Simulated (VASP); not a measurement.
```
SnS2
1.0
    1.82556    -3.16196     0.00000
    1.82556     3.16196     0.00000
    0.00000     0.00000     6.04407
Sn S
1 2
Direct
  0.00000   0.00000   0.00000
  0.33333   0.66667   0.24379
  0.66667   0.33333   0.75621
```

The numbers are results of PBEsol GGA, VASP's PBE PAW potentials (set 64) (plane waves; VASP), not measurements. Run with 400 eV cut-off, 9×9×5 Γ-centred mesh, tetrahedra with Blöchl corrections, potentials Sn_d S.

Without a dispersion term in the relaxation, distances and binding between the weakly bound layers, chains or molecules are unreliable, and so is what depends on them. Unless said otherwise, spin-orbit coupling is left out, though it shifts the bands of the heavy elements here.

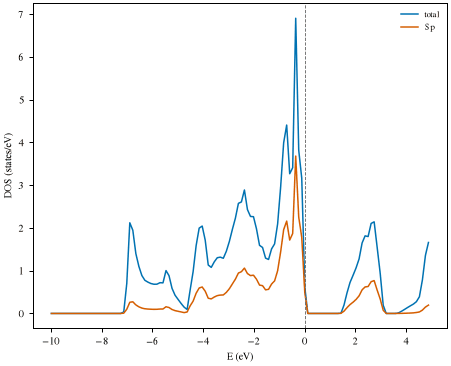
Total and projected density of states, zero at the valence-band maximum

Within 2 eV below the valence-band maximum the largest weight inside VASP's projection spheres is S p.

It has a band gap.

The compound is SnS2 in the 1T layered structure. It was relaxed first.
